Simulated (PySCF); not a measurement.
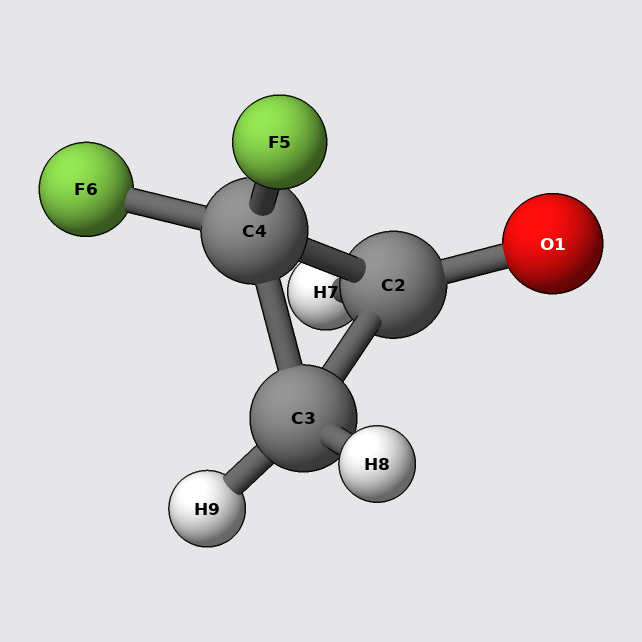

The questions are on isotropic NMR shieldings of the C atoms. Charge −1, singlet. The computed structure is the end point of a GFN2-xTB optimisation. No frequency run is at hand to confirm it as a minimum. Properties computed with GIAO PBE0/pcSseg-1 NMR shielding, non-relativistic, gas phase (PySCF 2.14.0).

Give the isotropic NMR shieldings of the C atoms atom by atom.

```tsv
atom	σ (ppm)
C2	108.3
C3	161.1
C4	49.7
```
